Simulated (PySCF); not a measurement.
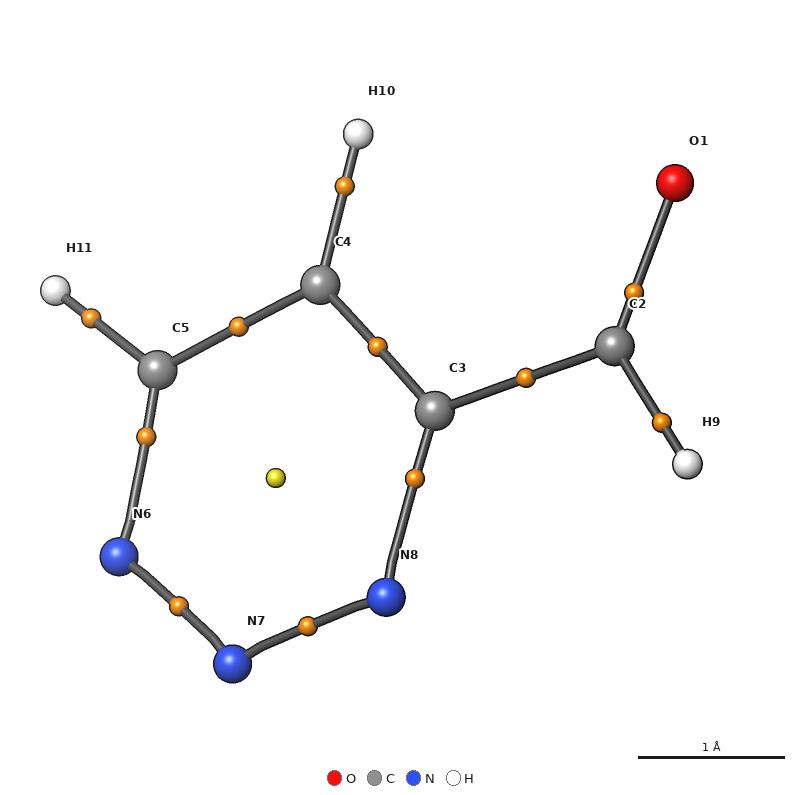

*C₄H₃N₃O, SMILES `O=Cc1ccnnn1`. Molecular graph of the electron density (QTAIM): bond paths, bond critical points (orange), ring points (yellow, if any); weak paths are dashed.*

Level of theory: ωB97X/aug-cc-pVDZ (PySCF), at a geometry from GFN2-xTB. No frequency check shows the geometry to be a minimum.

Input

```python
import numpy as np
from pyscf import gto, scf, dft
from pyscf.scf import atom_ks, atom_hf
from scipy.linalg import block_diag

def solve(mol, dm0=None, hcore=None):
    mf = (dft.UKS if mol.spin else dft.RKS)(mol, xc='wb97x')
    mf.grids.level = 3
    mf = mf.density_fit(auxbasis='def2-universal-jkfit')
    mf.conv_tol, mf.max_cycle = 1e-8, 80
    if hcore is not None:
        mf.get_hcore = lambda *args: hcore
    mf.kernel(dm0)
    if not mf.converged:
        mf = mf.newton().run(mf.mo_coeff, mf.mo_occ, max_cycle=30)
    assert mf.converged, 'SCF not converged'
    return mf

mol = gto.M(atom='''
O     -2.77942    -0.39355     0.00000
C     -1.93769     0.46107     0.00000
C     -0.47771     0.18331     0.00000
C      0.03593    -1.11350     0.00000
C      1.42334    -1.18581     0.00000
N      2.16455    -0.08668     0.00000
N      1.61189     1.08007     0.00000
N      0.33672     1.24042     0.00000
H     -2.16967     1.53906     0.00000
H     -0.61296    -1.97497     0.00000
H      1.96269    -2.12280     0.00000
''', basis='aug-cc-pvdz', charge=0, spin=0, verbose=4)
mf = solve(mol)
mf.analyze()
# spherically averaged free atoms, for the promolecule
atm = atom_ks.get_atm_nrks(mol, xc='wb97x')
pro = block_diag(*[(atm[a[0]][2] * atm[a[0]][3]) @ atm[a[0]][2].T for a in mol._atom])
np.savez('result.npz', e=mf.e_tot, c=mf.mo_coeff, occ=mf.mo_occ, eps=mf.mo_energy, pro=pro, dip=mf.dip_moment(verbose=0), s2=mf.spin_square()[0])
```

Command:

```sh
OMP_NUM_THREADS=1 python input.py
```

The run took 66 s on 1 thread of AMD EPYC (Zen 3), on a shared host, peak memory 0.87 GiB.

Partitions, critical points and surface values were worked out afterwards from this run's density.

**How many critical points of each kind are there, and does the count close?**

11 nuclei, 11 bond, 1 ring and 0 cage critical points: 11 − 11 + 1 − 0 = 1, as the Poincaré–Hopf relation requires.

**Give the properties at the bond critical points.**

| bond | length (Å) | ρ (a.u.) | ∇²ρ (a.u.) | ε | H (a.u.) |
| --- | --- | --- | --- | --- | --- |
| N7–N8 | 1.285 | 0.430 | −1.00 | 0.07 | −0.489 |
| N6–N7 | 1.291 | 0.425 | −0.98 | 0.06 | −0.480 |
| O1–C2 | 1.200 | 0.416 | +0.54 | 0.02 | −0.719 |
| C5–N6 | 1.326 | 0.354 | −1.20 | 0.07 | −0.599 |
| C3–N8 | 1.334 | 0.350 | −1.21 | 0.08 | −0.565 |
| C4–C5 | 1.389 | 0.312 | −0.78 | 0.18 | −0.296 |
| C3–C4 | 1.395 | 0.309 | −0.76 | 0.18 | −0.290 |
| C5–H11 | 1.081 | 0.290 | −1.16 | 0.02 | −0.321 |
| C4–H10 | 1.079 | 0.287 | −1.14 | 0.00 | −0.318 |
| C2–H9 | 1.103 | 0.282 | −1.09 | 0.01 | −0.303 |
| C2–C3 | 1.486 | 0.272 | −0.67 | 0.08 | −0.230 |

**What kind of interaction is C5–N6?**

Shared-shell (covalent): ρ = 0.354, ∇²ρ = −1.20, H = −0.599 a.u.
